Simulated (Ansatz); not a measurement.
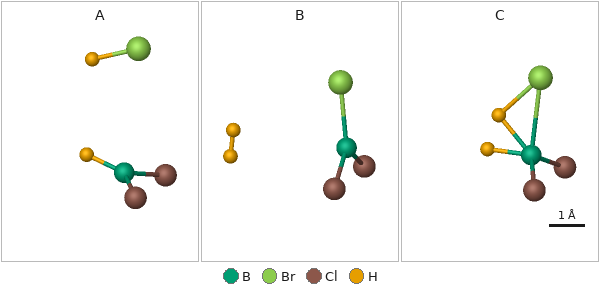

3 geometries from a converged minimum-energy path of BH2BrCl2, made up of BBrCl2 and H2, shuffled. A ball-and-stick model, seen from a free direction.

Theory: RKS PBE/def2-SVP in Ansatz 0.2.0. Run with 7 movable images; climbing image; force threshold 0.05 eV/Å; iteration limit 60; starting path through a guess of the saddle point.

### Which of them lies highest in energy?

C. In order along the path, whose images run from 0 to 8: B (image 0, 0.00 eV), C (image 4, +1.13 eV), A (image 8, +0.48 eV). Breaking: B–Br (1.92 → 3.69 Å), H–H (0.77 → 2.82 Å). Forming: B–H (3.48 → 1.21 Å), Br–H (3.58 → 1.44 Å).

Limits of the set-up: the start holds two separate molecules, 3.4 Å apart at their closest, whose relative position is a soft coordinate and is computed without a dispersion correction.
